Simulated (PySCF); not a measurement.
**C4H11FSi (TMS-CH2F): density, localisation and related maps**

```tsv
atom	x (Å)	y (Å)	z (Å)
C	1.2250	1.2726	0.6371
Si	0.0396	-0.0402	0.0081
C	-0.9241	-0.7826	1.4386
C	0.9456	-1.3716	-0.9651
C	-1.2053	0.8217	-1.1495
F	-1.8530	1.8284	-0.4456
H	1.9098	0.8680	1.3989
H	0.6597	2.1014	1.0912
H	1.8348	1.6885	-0.1804
H	-1.5947	-1.5870	1.0976
H	-1.5424	-0.0083	1.9187
H	-0.2509	-1.2037	2.2018
H	0.2490	-2.1311	-1.3542
H	1.4948	-0.9441	-1.8189
H	1.6773	-1.8890	-0.3243
H	-1.9651	0.1176	-1.5357
H	-0.7071	1.2716	-2.0282
```

Geometry: PBE0-D3(BJ)/def2-SVP.

Computed with PBE0/pcSseg-1, SCF density, in a chloroform solvent model, non-relativistic (PySCF 2.14.0).

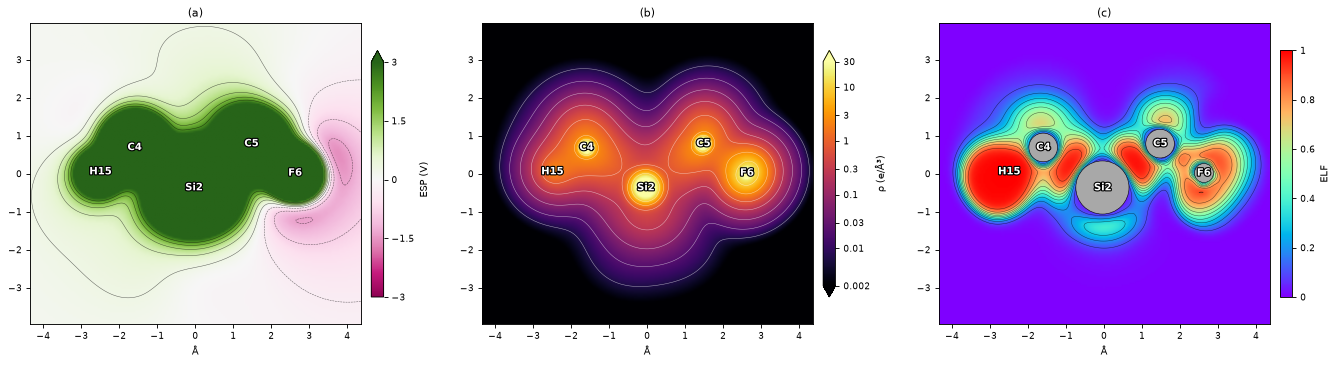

Figure 1. (a) molecular electrostatic potential; (b) total electron density; (c) ELF on the plane of atoms Si2, C5 and F6. Grey discs cover the atomic cores in the ELF map.

> Describe what can be read from this map.

- The plane passes through Si, C, F and H nuclei.
- C–F (1.39 Å): the density is about 2 e/Å³ at the midpoint, with its minimum of 1.6 e/Å³ about 0.5 Å from C; the ELF peaks at about 0.85 between the atoms (a polar covalent bond).
- C–Si (1.88 Å): ρ at the midpoint is about 0.94 e/Å³; the ELF peaks at about 0.95 between the atoms: a shared electron pair.
- C–H (1.10 Å): the density is about 1.9 e/Å³ at the midpoint; the ELF climbs to about 1 towards the hydrogen, as it does in any bond to H (an ordinary covalent bond to hydrogen).
- The ELF also peaks beside F6, away from the bonds: lone-pair regions.
- Outside the dense part of the molecule the potential is most negative (−1.6 V) near F6.

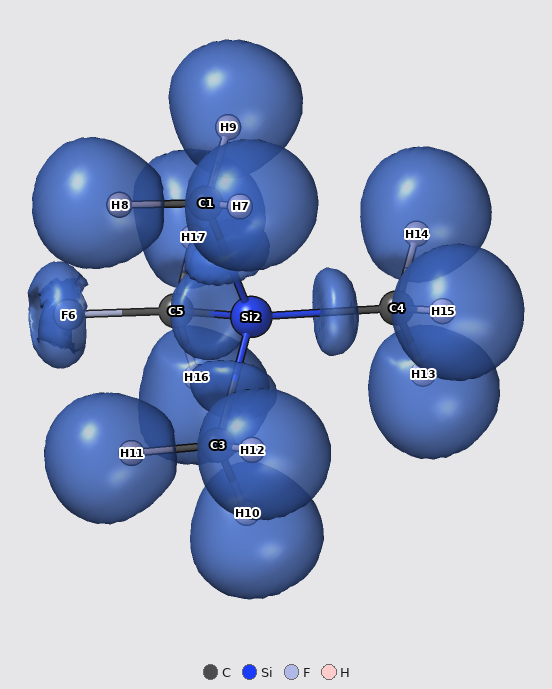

Figure 2. Isosurface of the electron localisation function at 0.85 (blue), seen across its widest extent. Only the valence region is drawn (cores and ρ < 0.01 e/Å³ removed).

> What do the ELF domains correspond to?

The ELF exceeds this value in four regions between bonded C–Si atoms (shared pairs), eleven regions around hydrogen nuclei and one region wrapped around F (its lone pairs, merged into a ring or cap).

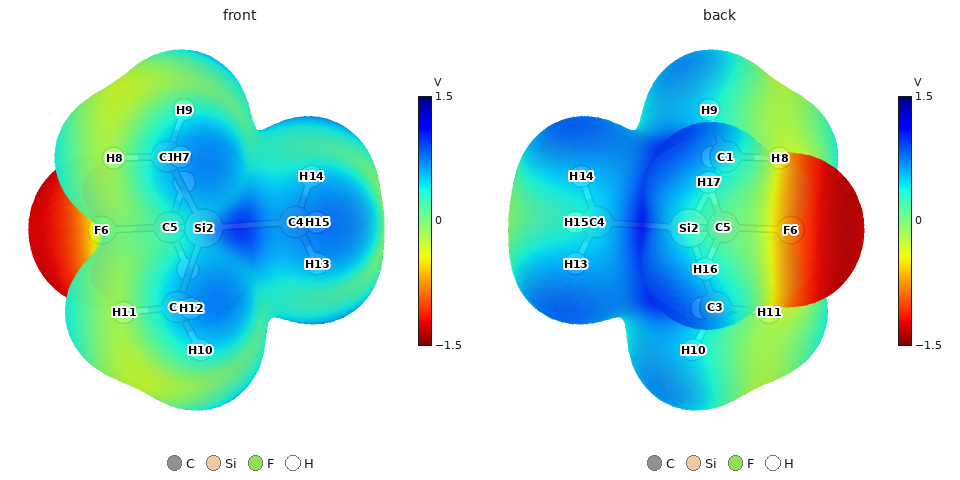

Figure 3. The electrostatic potential painted on the density surface at 0.002 e/bohr³, seen from the front and from behind; the colour scale runs from red (negative) to blue (positive).

> Describe the electrostatic potential map.

The most negative region (about −1.3 V, or −30 kcal/mol for a unit charge) lies over F6, the most positive (about +1.0 V, or +23 kcal/mol for a unit charge) over Si2 and C5.

> What dipole moment does the calculation give?

Its dipole moment is 2.26 D.
